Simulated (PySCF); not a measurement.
# C₂H₆O₂Si₂: NMR shifts at several levels of theory

How much do the NMR shifts of C₂H₆O₂Si₂ (`C#C[Si@@H](O)O[SiH3]`) depend on the level of theory, and what does each level cost?

The runs use PySCF 2.14.0, with density-fitted response routines of our own; the level of theory stands in each step. All values are computed, except where a source is named. Atoms are numbered from 0 throughout.

### 1 Starting geometry

12 atoms, charge 0, multiplicity 1; geometry from: GFN2-xTB. The atoms were then displaced at random by about 0.01 Å, so the start is not that level's minimum.

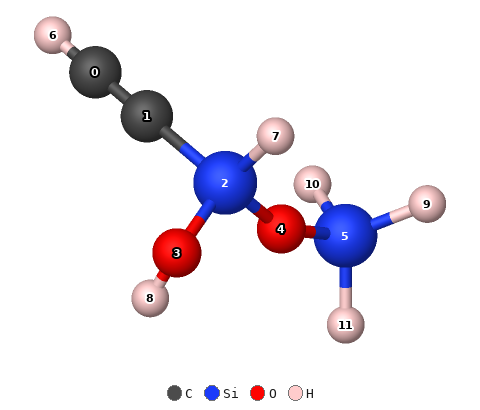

The starting geometry (carbon dark grey, silicon blue, oxygen red, hydrogen pink), atoms numbered.

### 2 Geometry optimisation at PBE0-D3(BJ)/def2-SVP

What the job is given:

```
{"job": {"xc": "PBE0", "basis": "def2-SVP", "d3": "d3bj", "grid": 1, "shake": 0.01, "kind": "geom"}, "charge": 0, "multiplicity": 1}
C      2.260260    -1.310930     1.355790
C      1.540930    -0.390590     0.956040
Si     0.443920     0.996400     0.350960
O      1.303880     2.028700    -0.601650
O     -0.750000     0.313040    -0.497130
Si    -2.034940    -0.619900    -0.755150
H      2.859120    -2.073160     1.696130
H     -0.044570     1.843340     1.415770
H      1.560010     1.785760    -1.453010
H     -3.150660    -0.088150     0.031910
H     -1.706970    -1.987020    -0.320660
H     -2.241290    -0.525760    -2.188030
```

On the command line:

```sh
$ OMP_NUM_THREADS=1 python probes_run.py task.json out
```

The driver reads the jobs from task.json and runs them one after another.

What it wrote:

```text
step   0  E = -808.44879689  max force = 0.058453
step   1  E = -808.45799116  max force = 0.011062
step   2  E = -808.45853208  max force = 0.003919
step   3  E = -808.45885978  max force = 0.003353
step   4  E = -808.45904741  max force = 0.003411
step   5  E = -808.45922899  max force = 0.001876
step   6  E = -808.45930942  max force = 0.001377
step   7  E = -808.45935339  max force = 0.001085
step   8  E = -808.45938162  max force = 0.001039
step   9  E = -808.45940804  max force = 0.000704
step  10  E = -808.45943191  max force = 0.000729
step  11  E = -808.45944701  max force = 0.000470
step  12  E = -808.45945386  max force = 0.000369
optimisation converged
```

It took 2.2 min on 1 thread of Arm Neoverse N1, shared host; peak memory 0.52 GiB.

Relaxation path:

| step | energy from step 0 (eV) | largest force component (eV/Å) |
| --- | --- | --- |
| 0 | 0.0000 | 3.0058 |
| 1 | -0.2502 | 0.5688 |
| 2 | -0.2649 | 0.2015 |
| 3 | -0.2738 | 0.1724 |
| 4 | -0.2789 | 0.1754 |
| 5 | -0.2839 | 0.0965 |
| 6 | -0.2861 | 0.0708 |
| 7 | -0.2873 | 0.0558 |
| 8 | -0.2880 | 0.0534 |
| 9 | -0.2887 | 0.0362 |
| 10 | -0.2894 | 0.0375 |
| 11 | -0.2898 | 0.0242 |
| 12 | -0.2900 | 0.0190 |

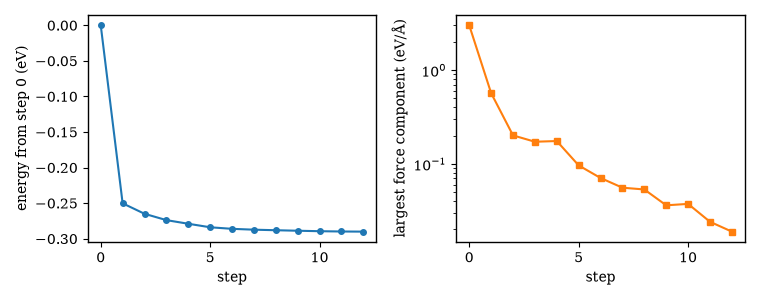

Energy and largest force along the relaxation.

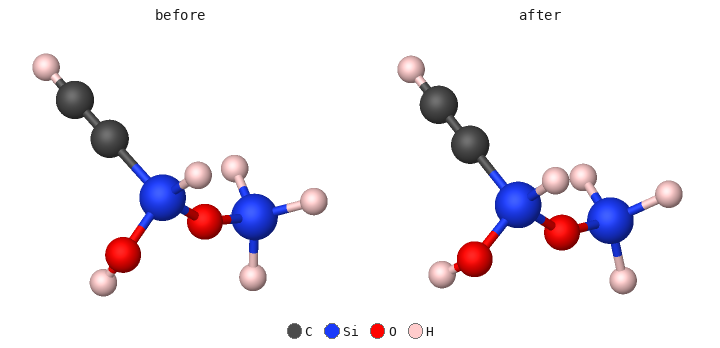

Before and after, at one scale.

Distances of close pairs at the start and the end, largest changes first:

```csv
bond,before (Å),after (Å),change (Å)
O4–Si5,1.609,1.658,+0.049
C0–H6,1.027,1.076,+0.049
O3–H8,0.922,0.962,+0.040
Si5–H11,1.451,1.490,+0.039
Si2–H7,1.446,1.478,+0.033
C1–Si2,1.869,1.837,-0.032
Si2–O4,1.616,1.646,+0.030
Si5–H9,1.465,1.493,+0.028
```

The end geometry stands in the next job.

```csv
at the end point,value
point group (found at 0.08 Å tolerance),C1
"rotational constants (GHz, main isotopes)","3.036, 1.508, 1.077"
dipole moment (D),1.92
```

### 3 Nuclear shieldings: HF/pcSseg-1

What the job is given:

```
{"job": {"kind": "nmr", "xc": "HF", "basis": "pcSseg-1", "pop": false}, "charge": 0, "multiplicity": 1}
C      2.099412    -1.286619     1.348143
C      1.455985    -0.341976     0.929338
Si     0.469465     1.072431     0.294868
O      1.418217     2.064398    -0.617164
O     -0.759719     0.451005    -0.607044
Si    -2.020033    -0.614735    -0.759173
H      2.668884    -2.119825     1.720944
H     -0.057670     1.899825     1.400815
H      1.971655     1.645836    -1.282996
H     -3.109234    -0.262374     0.199971
H     -1.558000    -2.007718    -0.483309
H     -2.539208    -0.528644    -2.153007
```

Level: GIAO HF/pcSseg-1 NMR shielding, non-relativistic, gas phase.

What it wrote:

```text
final grid: 100920 points
cycle   1  E = -806.7131493054  dE =  5.322e-01  |g| = 7.377e-01  |ddm| = 3.151e+00
cycle   2  E = -806.8097658503  dE = -9.662e-02  |g| = 4.309e-01  |ddm| = 8.032e-01
cycle   3  E = -806.8420659047  dE = -3.230e-02  |g| = 7.125e-02  |ddm| = 3.091e-01
cycle   4  E = -806.8436686771  dE = -1.603e-03  |g| = 1.375e-02  |ddm| = 1.303e-01
cycle   5  E = -806.8437224321  dE = -5.376e-05  |g| = 5.053e-03  |ddm| = 2.558e-02
cycle   6  E = -806.8437285911  dE = -6.159e-06  |g| = 1.449e-03  |ddm| = 5.342e-03
cycle   7  E = -806.8437294158  dE = -8.247e-07  |g| = 4.384e-04  |ddm| = 2.108e-03
cycle   8  E = -806.8437295876  dE = -1.718e-07  |g| = 2.782e-04  |ddm| = 7.803e-04
cycle   9  E = -806.8437296530  dE = -6.538e-08  |g| = 1.362e-04  |ddm| = 4.289e-04
cycle  10  E = -806.8437296856  dE = -3.261e-08  |g| = 6.095e-05  |ddm| = 3.434e-04
cycle  11  E = -806.8437296936  dE = -8.001e-09  |g| = 1.860e-05  |ddm| = 2.210e-04
cycle  12  E = -806.8437296941  dE = -4.338e-10  |g| = 4.832e-06  |ddm| = 5.509e-05
converged SCF energy = -806.8437296941

GIAO shielding tensors (ppm)
atom      isotropic    diamagn.    paramagn.     s11        s22        s33       span
  0 C       85.582     265.041    -179.458      1.964      5.620    249.163    247.199
  1 C      104.252     263.755    -159.503      5.098      9.363    298.296    293.198
  2 Si     453.934     874.760    -420.827    430.803    460.603    470.395     39.592
  3 O      287.858     388.747    -100.889    251.909    293.651    318.014     66.105
  4 O      303.539     404.121    -100.582    283.799    296.374    330.445     46.645
  5 Si     440.236     874.557    -434.321    409.876    416.729    494.104     84.228
  6 H       28.989      31.565      -2.576     23.872     24.115     38.981     15.110
  7 H       27.682      28.433      -0.751     24.620     25.023     33.402      8.782
  8 H       29.379      30.748      -1.369     21.776     24.119     42.242     20.466
  9 H       27.170      28.608      -1.438     23.926     25.406     32.177      8.251
 10 H       27.110      29.875      -2.765     23.608     26.378     31.345      7.737
 11 H       27.205      28.367      -1.162     23.887     25.306     32.423      8.536
```

Wall time 13 s (1 thread of Arm Neoverse N1, shared host); peak memory 0.89 GiB.

Shifts follow as δ = σ(reference) − σ, with reference shieldings (ppm) from runs at the same level and on the same kind of geometry: 1H TMS 31.69, 13C TMS 190.8, 29Si TMS 393.4, 17O H2O 333.3. The references are single molecules in the gas phase, so shifts against H2O, NH3, PH3, H3PO4 or CFCl3 are not on the usual liquid scales and can be off by tens of ppm. Atoms listed in one row are averaged.

```csv
atoms,environment,σ (ppm),δ (ppm)
C0,terminal alkyne carbon,85.6,105.3
C1,alkyne carbon,104.3,86.6
"H9, H10, H11",hydrogen on a silicon bonded to O,27.16,4.52
H7,"hydrogen on a silicon bonded to C, 2 O",27.68,4.00
H6,hydrogen on a terminal alkyne carbon,28.99,2.70
H8,hydrogen on an oxygen bonded to Si,29.38,2.31
Si5,"silicon bonded to O, 3 H",440.2,-46.8
Si2,"silicon bonded to C, 2 O, H",453.9,-60.5
O3,"oxygen bonded to Si, H",287.9,45.5
O4,oxygen bonded to 2 Si,303.5,29.8
```

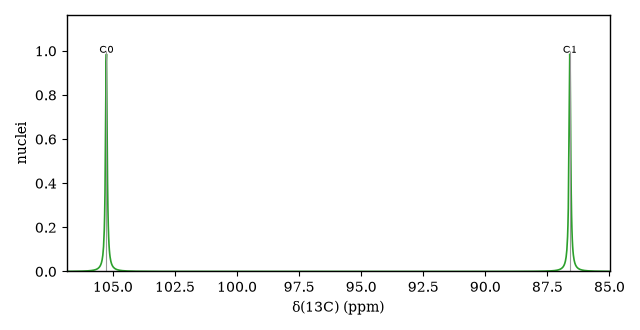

13C lines at the computed shifts, without couplings. Lines are broadened to a width of 0.08 ppm (Lorentzian).

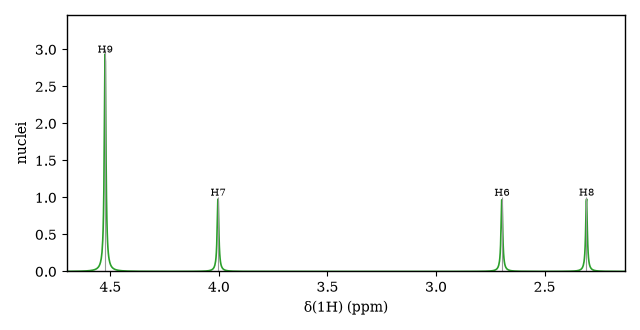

1H lines at the computed shifts, without couplings. Lines are broadened to a width of 0.01 ppm (Lorentzian).

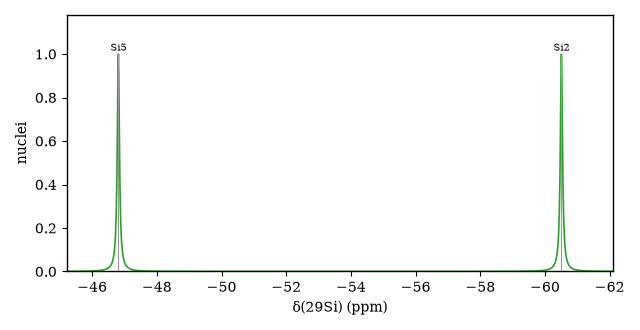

29Si lines at the computed shifts, without couplings. Lines are broadened to a width of 0.08 ppm (Lorentzian).

### 4 Nuclear shieldings: LDA/pcSseg-1

The job, as its differences from that of step 3:

```diff
@@ -1,2 +1,2 @@
-{"job": {"kind": "nmr", "xc": "HF", "basis": "pcSseg-1", "pop": false}, "charge": 0, "multiplicity": 1}
+{"job": {"kind": "nmr", "xc": "LDA", "basis": "pcSseg-1", "pop": false}, "charge": 0, "multiplicity": 1}
 C      2.099412    -1.286619     1.348143
```

Method: GIAO LDA/pcSseg-1 NMR shielding, non-relativistic, gas phase.

What it wrote:

```text
coarse grid: 11312 points
cycle   1  E = -804.8498829337  dE =  6.290e-01  |g| = 1.202e+00  |ddm| = 3.353e+00
cycle   2  E = -803.6605242431  dE =  1.189e+00  |g| = 2.668e+00  |ddm| = 3.200e+00
cycle   3  E = -805.0682965948  dE = -1.408e+00  |g| = 3.876e-01  |ddm| = 2.737e+00
cycle   4  E = -805.0922394145  dE = -2.394e-02  |g| = 2.632e-01  |ddm| = 5.189e-01
cycle   5  E = -805.1029590741  dE = -1.072e-02  |g| = 1.684e-01  |ddm| = 2.477e-01
cycle   6  E = -805.1098655251  dE = -6.906e-03  |g| = 2.699e-02  |ddm| = 1.243e-01
cycle   7  E = -805.1099910911  dE = -1.256e-04  |g| = 1.550e-02  |ddm| = 2.732e-02
cycle   8  E = -805.1100337095  dE = -4.262e-05  |g| = 2.100e-03  |ddm| = 1.189e-02
cycle   9  E = -805.1100348327  dE = -1.123e-06  |g| = 2.736e-04  |ddm| = 2.662e-03
final grid: 100920 points
cycle  10  E = -805.1607503511  dE = -1.842e-05  |g| = 2.828e-03  |ddm| = 1.646e-02
cycle  11  E = -805.1607467379  dE =  3.613e-06  |g| = 5.400e-03  |ddm| = 5.478e-03
cycle  12  E = -805.1607517621  dE = -5.024e-06  |g| = 8.545e-04  |ddm| = 3.793e-03
cycle  13  E = -805.1607518318  dE = -6.977e-08  |g| = 6.416e-04  |ddm| = 9.457e-04
cycle  14  E = -805.1607519328  dE = -1.010e-07  |g| = 1.497e-04  |ddm| = 4.834e-04
cycle  15  E = -805.1607519384  dE = -5.598e-09  |g| = 3.383e-05  |ddm| = 1.440e-04
cycle  16  E = -805.1607519386  dE = -1.839e-10  |g| = 1.009e-05  |ddm| = 2.808e-05
converged SCF energy = -805.1607519386

GIAO shielding tensors (ppm)
atom      isotropic    diamagn.    paramagn.     s11        s22        s33       span
  0 C       78.867     261.885    -183.018     -4.741     -1.542    242.884    247.625
  1 C       88.252     261.225    -172.973    -13.319     -9.846    287.922    301.241
  2 Si     372.356     881.101    -508.746    336.369    381.465    399.234     62.865
  3 O      253.949     387.376    -133.427    193.617    279.049    289.182     95.565
  4 O      269.836     399.357    -129.521    223.465    260.898    325.145    101.680
  5 Si     357.241     879.897    -522.657    308.084    315.117    448.521    140.437
  6 H       28.743      31.882      -3.138     24.032     24.281     37.916     13.884
  7 H       25.890      27.951      -2.061     22.893     23.350     31.425      8.532
  8 H       28.430      30.617      -2.187     22.027     23.797     39.467     17.440
  9 H       25.291      27.722      -2.431     22.099     23.567     30.208      8.109
 10 H       25.219      28.970      -3.752     21.848     24.344     29.465      7.617
 11 H       25.406      27.493      -2.086     22.143     23.670     30.406      8.263
```

It took 24 s on 1 thread of Arm Neoverse N1, shared host; peak memory 0.74 GiB.

In short: δ C0 101.9, C1 92.5, Si5 -38.9, Si2 -54.0, H9 5.52, H7 4.94 ppm (means over like atoms).

### 5 Shielding tensors: PBE/pcSseg-1

The job, as its differences from that of step 4:

```diff
@@ -1,2 +1,2 @@
-{"job": {"kind": "nmr", "xc": "LDA", "basis": "pcSseg-1", "pop": false}, "charge": 0, "multiplicity": 1}
+{"job": {"kind": "nmr", "xc": "PBE", "basis": "pcSseg-1", "pop": false}, "charge": 0, "multiplicity": 1}
 C      2.099412    -1.286619     1.348143
```

Level: GIAO PBE/pcSseg-1 NMR shielding, non-relativistic, gas phase.

What it wrote:

```text
coarse grid: 11312 points
cycle   1  E = -808.3770342134  dE =  6.400e-01  |g| = 1.201e+00  |ddm| = 3.357e+00
cycle   2  E = -807.2704246300  dE =  1.107e+00  |g| = 2.589e+00  |ddm| = 3.124e+00
cycle   3  E = -808.5992854650  dE = -1.329e+00  |g| = 3.783e-01  |ddm| = 2.659e+00
cycle   4  E = -808.6225623821  dE = -2.328e-02  |g| = 2.563e-01  |ddm| = 5.115e-01
cycle   5  E = -808.6328454981  dE = -1.028e-02  |g| = 1.623e-01  |ddm| = 2.405e-01
cycle   6  E = -808.6393003136  dE = -6.455e-03  |g| = 2.562e-02  |ddm| = 1.213e-01
cycle   7  E = -808.6394191896  dE = -1.189e-04  |g| = 1.408e-02  |ddm| = 2.587e-02
cycle   8  E = -808.6394547652  dE = -3.558e-05  |g| = 1.969e-03  |ddm| = 1.115e-02
cycle   9  E = -808.6394557580  dE = -9.928e-07  |g| = 2.557e-04  |ddm| = 2.534e-03
final grid: 100920 points
cycle  10  E = -808.7136387072  dE = -4.201e-06  |g| = 1.362e-02  |ddm| = 2.995e-02
cycle  11  E = -808.7135234438  dE =  1.153e-04  |g| = 2.838e-02  |ddm| = 3.036e-02
cycle  12  E = -808.7136718121  dE = -1.484e-04  |g| = 2.077e-03  |ddm| = 2.136e-02
cycle  13  E = -808.7136726662  dE = -8.541e-07  |g| = 8.673e-04  |ddm| = 2.470e-03
cycle  14  E = -808.7136727846  dE = -1.184e-07  |g| = 4.154e-04  |ddm| = 7.441e-04
cycle  15  E = -808.7136728244  dE = -3.988e-08  |g| = 1.580e-04  |ddm| = 3.612e-04
cycle  16  E = -808.7136728302  dE = -5.743e-09  |g| = 2.494e-05  |ddm| = 1.111e-04
cycle  17  E = -808.7136728303  dE = -1.319e-10  |g| = 3.719e-06  |ddm| = 2.633e-05
converged SCF energy = -808.7136728303

GIAO shielding tensors (ppm)
atom      isotropic    diamagn.    paramagn.     s11        s22        s33       span
  0 C       84.958     260.088    -175.130      3.070      6.550    245.253    242.183
  1 C       94.481     261.490    -167.009     -4.082     -0.455    287.980    292.062
  2 Si     393.781     880.766    -486.985    359.158    402.030    420.154     60.996
  3 O      256.039     386.814    -130.775    201.594    276.573    289.951     88.357
  4 O      270.876     399.981    -129.105    231.220    261.779    319.627     88.407
  5 Si     378.422     879.288    -500.866    334.664    341.878    458.723    124.059
  6 H       29.058      32.811      -3.753     24.299     24.534     38.343     14.044
  7 H       26.495      28.406      -1.910     23.499     23.970     32.018      8.519
  8 H       29.087      31.093      -2.006     22.751     24.517     39.991     17.240
  9 H       25.914      28.249      -2.336     22.729     24.198     30.815      8.086
 10 H       25.845      29.544      -3.699     22.476     24.988     30.071      7.594
 11 H       26.037      28.017      -1.980     22.782     24.299     31.029      8.247
```

Wall time 30 s (1 thread of Arm Neoverse N1, shared host); peak memory 0.74 GiB.

This run: δ C0 95.1, C1 85.6, Si5 -43.8, Si2 -59.2, H9 5.27, H7 4.70 ppm (means over like atoms).

### 6 Nuclear shieldings: BLYP/pcSseg-1

The job, as its differences from that of step 5:

```diff
@@ -1,2 +1,2 @@
-{"job": {"kind": "nmr", "xc": "PBE", "basis": "pcSseg-1", "pop": false}, "charge": 0, "multiplicity": 1}
+{"job": {"kind": "nmr", "xc": "BLYP", "basis": "pcSseg-1", "pop": false}, "charge": 0, "multiplicity": 1}
 C      2.099412    -1.286619     1.348143
```

Level: GIAO BLYP/pcSseg-1 NMR shielding, non-relativistic, gas phase.

What it wrote:

```text
coarse grid: 11312 points
cycle   1  E = -808.8519695088  dE =  6.634e-01  |g| = 1.298e+00  |ddm| = 3.373e+00
cycle   2  E = -807.5054449666  dE =  1.347e+00  |g| = 2.833e+00  |ddm| = 3.464e+00
cycle   3  E = -809.1063867435  dE = -1.601e+00  |g| = 4.058e-01  |ddm| = 2.998e+00
cycle   4  E = -809.1318140408  dE = -2.543e-02  |g| = 2.856e-01  |ddm| = 5.718e-01
cycle   5  E = -809.1435478478  dE = -1.173e-02  |g| = 1.917e-01  |ddm| = 2.720e-01
cycle   6  E = -809.1525179811  dE = -8.970e-03  |g| = 2.962e-02  |ddm| = 1.405e-01
cycle   7  E = -809.1526863077  dE = -1.683e-04  |g| = 1.657e-02  |ddm| = 3.020e-02
cycle   8  E = -809.1527340922  dE = -4.778e-05  |g| = 2.397e-03  |ddm| = 1.278e-02
cycle   9  E = -809.1527355390  dE = -1.447e-06  |g| = 3.225e-04  |ddm| = 3.145e-03
final grid: 100920 points
cycle  10  E = -809.2291722467  dE = -1.967e-05  |g| = 5.535e-03  |ddm| = 2.402e-02
cycle  11  E = -809.2291585821  dE =  1.366e-05  |g| = 1.015e-02  |ddm| = 1.205e-02
cycle  12  E = -809.2291777896  dE = -1.921e-05  |g| = 1.859e-03  |ddm| = 8.196e-03
cycle  13  E = -809.2291784287  dE = -6.391e-07  |g| = 5.650e-04  |ddm| = 1.819e-03
cycle  14  E = -809.2291784879  dE = -5.921e-08  |g| = 3.237e-04  |ddm| = 5.789e-04
cycle  15  E = -809.2291785140  dE = -2.612e-08  |g| = 7.582e-05  |ddm| = 2.544e-04
cycle  16  E = -809.2291785151  dE = -1.048e-09  |g| = 2.252e-05  |ddm| = 6.302e-05
cycle  17  E = -809.2291785152  dE = -9.459e-11  |g| = 3.752e-06  |ddm| = 1.838e-05
converged SCF energy = -809.2291785152

GIAO shielding tensors (ppm)
atom      isotropic    diamagn.    paramagn.     s11        s22        s33       span
  0 C       82.980     259.667    -176.687     -0.108      3.386    245.661    245.769
  1 C       91.113     260.239    -169.126     -9.224     -5.567    288.129    297.353
  2 Si     390.108     880.288    -490.181    356.576    397.384    416.364     59.787
  3 O      255.286     387.214    -131.928    203.397    272.542    289.920     86.523
  4 O      267.169     400.790    -133.621    230.366    257.751    313.390     83.024
  5 Si     374.772     878.819    -504.047    333.031    340.397    450.888    117.857
  6 H       29.301      33.068      -3.767     24.591     24.825     38.486     13.895
  7 H       26.801      28.874      -2.073     23.795     24.277     32.330      8.535
  8 H       29.328      31.326      -1.998     23.062     24.823     40.100     17.038
  9 H       26.230      28.537      -2.307     23.056     24.525     31.108      8.052
 10 H       26.160      29.822      -3.662     22.793     25.331     30.355      7.563
 11 H       26.355      28.280      -1.926     23.107     24.616     31.342      8.234
```

Wall time 30 s (1 thread of Arm Neoverse N1, shared host); peak memory 0.93 GiB.

In short: δ C0 92.3, C1 84.2, Si5 -51.3, Si2 -66.6, H9 5.11, H7 4.56 ppm (means over like atoms).

### 7 Nuclear shieldings: BP86/pcSseg-1

The job, as its differences from that of step 6:

```diff
@@ -1,2 +1,2 @@
-{"job": {"kind": "nmr", "xc": "BLYP", "basis": "pcSseg-1", "pop": false}, "charge": 0, "multiplicity": 1}
+{"job": {"kind": "nmr", "xc": "BP86", "basis": "pcSseg-1", "pop": false}, "charge": 0, "multiplicity": 1}
 C      2.099412    -1.286619     1.348143
```

Method: GIAO BP86/pcSseg-1 NMR shielding, non-relativistic, gas phase.

What it wrote:

```text
coarse grid: 11312 points
cycle   1  E = -808.9933890655  dE =  6.392e-01  |g| = 1.208e+00  |ddm| = 3.353e+00
cycle   2  E = -807.8938783674  dE =  1.100e+00  |g| = 2.587e+00  |ddm| = 3.024e+00
cycle   3  E = -809.2190438186  dE = -1.325e+00  |g| = 3.703e-01  |ddm| = 2.567e+00
cycle   4  E = -809.2410984486  dE = -2.205e-02  |g| = 2.535e-01  |ddm| = 5.076e-01
cycle   5  E = -809.2514893904  dE = -1.039e-02  |g| = 1.573e-01  |ddm| = 2.378e-01
cycle   6  E = -809.2575810914  dE = -6.092e-03  |g| = 2.507e-02  |ddm| = 1.178e-01
cycle   7  E = -809.2576949232  dE = -1.138e-04  |g| = 1.386e-02  |ddm| = 2.494e-02
cycle   8  E = -809.2577291778  dE = -3.425e-05  |g| = 1.978e-03  |ddm| = 1.081e-02
cycle   9  E = -809.2577302198  dE = -1.042e-06  |g| = 2.615e-04  |ddm| = 2.549e-03
final grid: 100920 points
cycle  10  E = -809.3359372219  dE = -1.746e-05  |g| = 7.265e-03  |ddm| = 3.145e-02
cycle  11  E = -809.3359060063  dE =  3.122e-05  |g| = 1.501e-02  |ddm| = 1.511e-02
cycle  12  E = -809.3359456316  dE = -3.963e-05  |g| = 1.020e-03  |ddm| = 1.085e-02
cycle  13  E = -809.3359457558  dE = -1.242e-07  |g| = 6.057e-04  |ddm| = 1.131e-03
cycle  14  E = -809.3359458158  dE = -5.999e-08  |g| = 1.086e-04  |ddm| = 4.341e-04
cycle  15  E = -809.3359458172  dE = -1.327e-09  |g| = 7.606e-05  |ddm| = 1.180e-04
cycle  16  E = -809.3359458186  dE = -1.497e-09  |g| = 1.246e-05  |ddm| = 5.567e-05
cycle  17  E = -809.3359458187  dE = -3.729e-11  |g| = 1.944e-06  |ddm| = 1.192e-05
converged SCF energy = -809.3359458187

GIAO shielding tensors (ppm)
atom      isotropic    diamagn.    paramagn.     s11        s22        s33       span
  0 C       84.707     260.965    -176.258      2.542      6.026    245.553    243.010
  1 C       94.602     260.910    -166.308     -3.973     -0.256    288.034    292.007
  2 Si     394.024     880.744    -486.720    359.656    402.315    420.102     60.446
  3 O      256.322     387.186    -130.864    202.288    276.521    290.157     87.870
  4 O      271.244     400.108    -128.864    233.485    261.668    318.578     85.093
  5 Si     377.103     879.196    -502.092    334.454    341.615    455.241    120.788
  6 H       29.100      32.690      -3.590     24.335     24.566     38.397     14.063
  7 H       26.577      28.518      -1.941     23.578     24.048     32.103      8.525
  8 H       29.163      31.107      -1.945     22.812     24.614     40.062     17.250
  9 H       26.021      28.329      -2.308     22.831     24.312     30.919      8.088
 10 H       25.949      29.611      -3.662     22.567     25.111     30.169      7.602
 11 H       26.144      28.085      -1.942     22.885     24.405     31.140      8.255
```

Wall time 31 s (1 thread of Arm Neoverse N1, shared host); peak memory 0.93 GiB.

Key values: δ C0 95.0, C1 85.1, Si5 -43.2, Si2 -60.1, H9 5.23, H7 4.69 ppm (means over like atoms).

(Part 1 of 2 ends here.)
